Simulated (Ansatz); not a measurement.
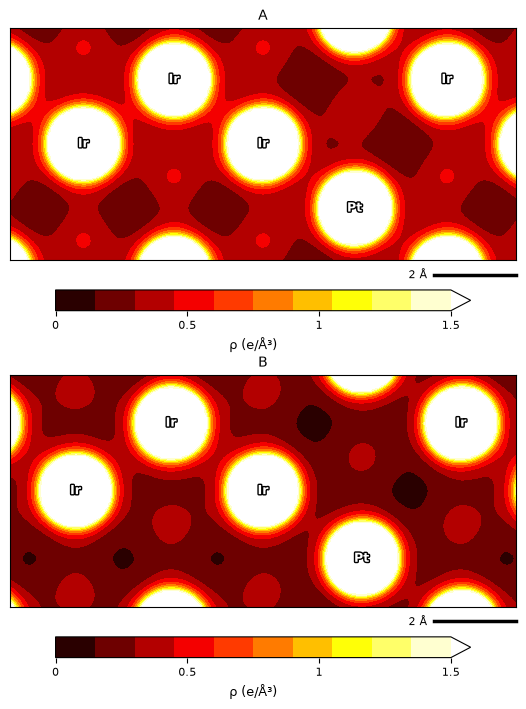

Ir4Pt. The valence pseudo-density of two cells that differ in size, on the (110) plane of each (indices in the axes of the calculation cell), at one length scale and on one colour scale; one has 13.9 and the other 16.2 Å³ an atom.

Theory: DFT PBE, scalar-relativistic, plane waves, PAW in Ansatz 0.2.0.

In a PAW calculation such maps are meaningful between the atoms, not at the nuclei.

The larger cell:

```xyz
5
Lattice="2.8440 0.0000 0.0000 -1.4220 2.4630 0.0000 0.0000 0.0000 11.5774" Properties=species:S:1:pos:R:3 pbc="T T T"
Ir    0.0000    1.6420    9.1768
Ir    0.0000    1.6420    4.6295
Ir    1.4220    0.8210    2.4006
Ir    1.4220    0.8210    6.9480
Pt    0.0000    0.0000    0.0000
```

The smaller cell: a = 2.700 Å, b = 2.700 Å, c = 10.975 Å, α = 90.00°, β = 90.00°, γ = 120.00°.

**Which is the denser cell? Describe the effect of the change.**

Panel A is the smaller cell, by 15 % in volume. From the larger cell to the smaller, Ir–Pt goes from 2.91 to 2.72 Å, and the density at its midpoint from 0.31 to 0.43 e/Å³; Ir–Ir goes from 2.77 to 2.66 Å, and the density at its midpoint from 0.41 to 0.5 e/Å³; the pressure goes from −24 to 23 GPa.
